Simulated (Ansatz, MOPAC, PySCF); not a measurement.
Approach curve of the dimer C3H8 ··· CS2 (SMILES CCC and S=C=S). Monomers: optimised at B3LYP-D3(BJ) (def2-TZVP), held rigid. Orientation: lowest of the rigid-body minima from ten starts at GFN2-xTB. Only R, the distance of the centres of mass, is varied, so the lowest point isn't the relaxed dimer.

Geometry at R = 3.70 Å (first 11 atoms: monomer A):
```
14

C      1.2565     0.0351    -0.2965
C      0.0340    -0.0747     0.6110
C     -1.2818     0.0203    -0.1569
H      1.2626    -0.7621    -1.0440
H      2.1862    -0.0337     0.2716
H      1.2626     0.9877    -0.8321
H      0.0711     0.7137     1.3687
H      0.0696    -1.0224     1.1565
H     -1.3583     0.9730    -0.6870
H     -1.3599    -0.7766    -0.9007
H     -2.1427    -0.0603     0.5095
S     -0.3548    -3.6940    -0.9275
C      0.8999    -3.5959    -0.0181
S      2.1545    -3.4977     0.8913
```

- CCSD(T)/aug-cc-pVDZ = Ansatz (a quantum-chemistry and plane-wave program) with CCSD(T) on RHF/aug-cc-pVDZ, frozen core, counterpoise-corrected
- PM3, restricted, heats of formation (MOPAC)
- RHF/aug-cc-pVTZ, counterpoise-corrected (Ansatz)
- RKS-B3LYP/LANL2DZ = restricted B3LYP/LANL2DZ, with its core potentials past Ne, no counterpoise correction (PySCF)
- CCSD/aug-cc-pVDZ = Ansatz with CCSD on RHF/aug-cc-pVDZ, frozen core, counterpoise-corrected

Interaction energies in kcal/mol (negative: bound); R is the distance of the centres of mass, d the H8···C13 distance.

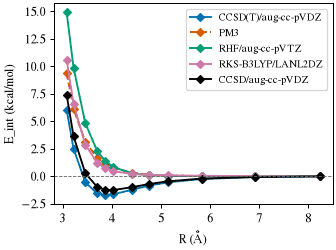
*Interaction energy against separation.*

```
R / Å  d / Å  CCSD(T)/aug-cc-pVDZ    PM3  RHF/aug-cc-pVTZ  RKS-B3LYP/LANL2DZ  CCSD/aug-cc-pVDZ
-----  -----  -------------------  -----  ---------------  -----------------  ----------------
3.08    2.39                 6.03   9.39            14.89              10.61              7.39
3.22    2.51                 2.49   6.13             9.87               6.59              3.62
3.46    2.73                -0.56   3.11             4.81               2.84              0.26
3.70    2.95                -1.58   1.67             2.30               1.23             -0.98
3.86    3.10                -1.73   1.12             1.40               0.72             -1.24
4.02    3.25                -1.67   0.76             0.84               0.45             -1.28
4.42    3.62                -1.24   0.29             0.23               0.18             -1.01
4.76    3.95                -0.87   0.12             0.07               0.11             -0.73
5.14    4.31                -0.57   0.04             0.02               0.08             -0.48
5.83    4.98                -0.27   0.00             0.00               0.03             -0.23
6.92    6.05                -0.10  -0.01             0.00               0.00             -0.08
8.24    7.35                -0.03   0.00             0.00               0.00             -0.03
```

Lowest grid point: CCSD(T)/aug-cc-pVDZ -1.73 kcal/mol at R = 3.86 Å; PM3 -0.01 kcal/mol at R = 6.92 Å; RHF/aug-cc-pVTZ 0.00 kcal/mol at R = 6.92 Å; RKS-B3LYP/LANL2DZ 0.00 kcal/mol at R = 8.24 Å; CCSD/aug-cc-pVDZ -1.28 kcal/mol at R = 4.02 Å.
